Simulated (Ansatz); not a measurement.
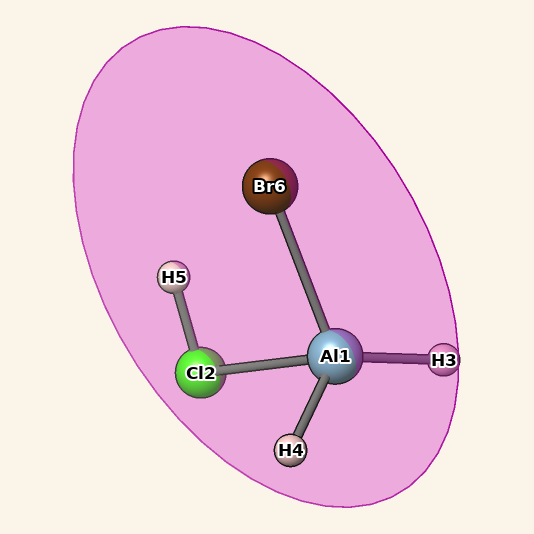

A disc through the centre of mass is drawn in. Distant atoms are faded towards the background colour. Computed geometry: PBE0-D4/def2-TZVP optimisation.

Question: Is the plane of the disc a mirror plane of the structure?

Answer: Yes. The reflection leaves Al1, Cl2, H5, Br6 in place and moves H3 ↔ H4. The point group is Cs.
